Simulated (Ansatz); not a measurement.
**CH7AlSi (SMILES [CH3][AlH][SiH3]): CCSD/cc-pVDZ**

What is the electronic atomisation energy of CH7AlSi at CCSD/cc-pVDZ? 

Program for the calculation: Ansatz 0.2.0.

68 further runs of the same task are left out: 68 set aside as unsound or not needed.

### Step 1. The molecule

The species is CH7AlSi (10 atoms), meant as a singlet with charge 0. As SMILES, `[CH3][AlH][SiH3]`. Geometry: relaxed at PBE0-D4/def2-TZVP.

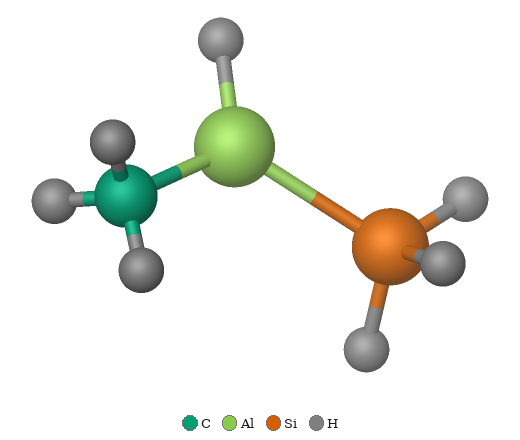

The structure, seen from a chosen angle (carbon teal, aluminium green, silicon orange, hydrogen grey).

### Step 2. The energy at CCSD/cc-pVDZ

run.yaml reads:

```yaml
crystal:
  periodic: [false, false, false]
  atoms:
    - symbol: C
      position_ang: [-1.428400, 0.967200, -0.792400]
    - symbol: Al
      position_ang: [0.409100, 0.309500, -0.720900]
    - symbol: Si
      position_ang: [1.161700, -1.107300, 1.145400]
    - symbol: H
      position_ang: [-1.909200, 0.659300, -1.727500]
    - symbol: H
      position_ang: [-2.050600, 0.624100, 0.036600]
    - symbol: H
      position_ang: [-1.438000, 2.063000, -0.790400]
    - symbol: H
      position_ang: [1.416900, 0.709200, -1.887700]
    - symbol: H
      position_ang: [0.334900, -2.347600, 1.241000]
    - symbol: H
      position_ang: [1.000200, -0.395000, 2.448500]
    - symbol: H
      position_ang: [2.586600, -1.533600, 1.050400]
basis:
  gaussian: {orbitals: cc-pVDZ}
correlation: {method: ccsd, frozen_orbitals: {Al: 5, C: 1, H: 0, Si: 5}}
accuracy: high
scf: {omitted_lower_state_checks: [cluster_reference, increment]}
```

Launch:

```console
ansatz run run.yaml --threads 1 --pin off --max-ram 3480MiB --events-out events.jsonl --progress --plain --runs-dir runs
```

Standard output (excerpt; [...] marks lines left out):

```text
Warning: RAYON_NUM_THREADS=1 ignored (pool sized by the plan → 1); use --threads N
Functional definition: HF
  name "HF"
[...]
2025 factors; integrals over basis functions are off by at most 3.9e-9 eV
[...]
mean field -15586.08765433 eV, -572.7781566671 hartree, gradient 2.5e-8 eV, S^2 0.000000; 0 other end points of the search recorded, 0 dependent functions left out
11 core orbitals not correlated: weight in the atoms' cores, before any rotation towards them, 1.000 or more for the frozen orbitals, at most 0.000 for the correlated occupied ones
reference -15586.08765433 eV, -572.7781566671 hartree; 9, 9 occupied and 65, 65 virtual orbitals, 2025 factors
second order -8.67848643 eV of doubles, -0.00000000 eV of singles
cycle   1  -9.82280783 eV  change    -1.1e0 eV  update   8.0e-2
[...]
cycle  20  -10.24923116 eV  change   7.0e-10 eV  update   1.1e-9
Total energy: -15596.33688549 eV, -573.1548089650 hartree
Checks for a lower state left out: cluster_reference, increment
```

It took 10 s on 1 thread of Arm Neoverse V1, shared host; peak memory 0.44 GiB.

### Step 3. The Al atom

job.yaml reads:

```yaml
crystal:
  periodic: [false, false, false]
  atoms:
    - {symbol: Al, position_ang: [0.000000, 0.000000, 0.000000]}
basis:
  gaussian:
    orbitals: cc-pVDZ
magnetization:
  spin_polarized: true
  initial_magnetization: 1
correlation:
  method: ccsd
  frozen_orbitals: {Al: 5}
accuracy: high
scf:
  omitted_lower_state_checks: [cluster_reference, increment]
```

Run the same way, it converges to -241.92059 Eh (log not shown).

### Step 4. The C atom

molecule.yaml reads:

```yaml
crystal:
  periodic: [false, false, false]
  atoms:
    - {symbol: C, position_ang: [0.000000, 0.000000, 0.000000]}
basis:
  gaussian:
    orbitals: cc-pVDZ
magnetization:
  spin_polarized: true
  initial_magnetization: 2
correlation:
  method: ccsd
  frozen_orbitals: {C: 1}
accuracy: high
scf:
  omitted_lower_state_checks: [cluster_reference, increment]
```

Run the same way, it converges to -37.75945 Eh (log not shown).

### Step 5. The H atom: the energy at UHF/cc-pVDZ

job.yaml reads:

```yaml
basis:
  gaussian:
    orbitals: cc-pVDZ
crystal:
  periodic: [false, false, false]
  atoms:
    - {symbol: H, position_ang: [0.000000, 0.000000, 0.000000]}
magnetization:
  spin_polarized: true
  initial_magnetization: 1
accuracy: high
hamiltonian:
  xc: hf
```

Run the same way, it converges to -0.49928 Eh (log not shown).

### Step 6. The Si atom

job.yaml reads:

```yaml
crystal:
  periodic: [false, false, false]
  atoms:
    - symbol: Si
      position_ang: [0.000000, 0.000000, 0.000000]
basis:
  gaussian: {orbitals: cc-pVDZ}
accuracy: high
scf: {omitted_lower_state_checks: [cluster_reference, increment]}
correlation: {method: ccsd, frozen_orbitals: {Si: 5}}
magnetization: {spin_polarized: true, initial_magnetization: 2}
```

Launch:

```console
ansatz run job.yaml --threads 1 --pin off --max-ram 3480MiB --events-out events.jsonl --progress --plain --runs-dir runs
```

Standard output (excerpt; [...] marks lines left out):

```text
Warning: RAYON_NUM_THREADS=1 ignored (pool sized by the plan → 1); use --threads N
[... 2 set-up lines as earlier in the session ...]
[...]
144 factors; integrals over basis functions are off by at most 3.2e-9 eV
[...]
mean field -7860.01100063 eV, -288.8500765663 hartree, gradient 2.4e-8 eV, S^2 2.010950; 3 other end points of the search recorded, 0 dependent functions left out
5 core orbitals not correlated: weight in the atoms' cores, before any rotation towards them, 1.000 or more for the frozen orbitals, at most 0.000 for the correlated occupied ones
reference -7860.01100063 eV, -288.8500765663 hartree; 3, 1 occupied and 10, 12 virtual orbitals, 144 factors
second order -1.22279291 eV of doubles, -0.00000000 eV of singles
cycle   1  -1.57513855 eV  change   -3.5e-1 eV  update   5.6e-2
[...]
cycle  16  -1.74194031 eV  change  -8.7e-11 eV  update  4.2e-10
Total energy: -7861.75294094 eV, -288.9140916921 hartree
Checks for a lower state left out: cluster_reference, increment
```

Run time: 0.22 s. Hardware: 1 thread of Arm Neoverse V1, shared host.

### Step 7. Outcome

Level: CCSD/cc-pVDZ, 11 core orbitals frozen.

| quantity | value |
| --- | --- |
| molecule: total energy | -573.15481 Eh |
| molecule: correlation energy (11 core orbitals frozen) | -376.7 mEh |
| molecule: T1 diagnostic | 0.011 |
| Al atom: total energy | -241.92059 Eh |
| Al atom: correlation energy (5 core orbitals frozen) | -47.1 mEh |
| Al atom: ⟨S²⟩ of the reference determinant | 0.764 |
| Al atom: T1 diagnostic | 0.014 |
| C atom: total energy | -37.75945 Eh |
| C atom: correlation energy (1 core orbital frozen) | -72.9 mEh |
| C atom: ⟨S²⟩ of the reference determinant | 2.006 |
| C atom: T1 diagnostic | 0.007 |
| H atom: total energy | -0.49928 Eh |
| H atom: ⟨S²⟩ | 0.750 |
| Si atom: total energy | -288.91409 Eh |
| Si atom: correlation energy (5 core orbitals frozen) | -64.0 mEh |
| Si atom: ⟨S²⟩ of the reference determinant | 2.011 |
| Si atom: T1 diagnostic | 0.010 |
| electronic atomisation energy | 29.000 eV |

**Reading.** Taking the molecule apart into free atoms costs 29.00 eV (2798 kJ/mol), before zero-point energy and without spin-orbit coupling.
